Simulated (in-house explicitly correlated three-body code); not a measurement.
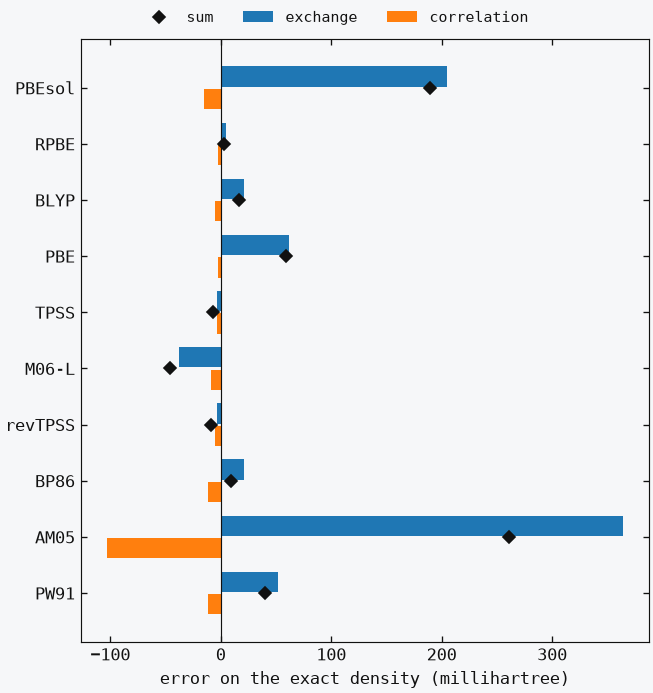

Two electrons around a point charge Z = 5.7. Computed variationally in 260 exponentially correlated functions with an in-house code, non-relativistic, converged to about 10⁻⁷ hartree. The exact exchange and correlation energies are −3340 and −44.97 millihartree. The plot shows the errors of AM05, BLYP, BP86, M06-L, PBE, PBEsol, PW91, RPBE, TPSS and revTPSS, evaluated on the exact density.

Which functional is best in the sum, and where do errors cancel?

By the size of the summed error (millihartree): RPBE +3.0, TPSS −6.8, revTPSS −8.6, BP86 +9.4, BLYP +16, PW91 +40, M06-L −46, PBE +59, PBEsol +190, AM05 +261. Errors of exchange and correlation cancel by a quarter or more for RPBE (+5.1 and −2.1), BP86 (+21 and −12) and AM05 (+364 and −103).
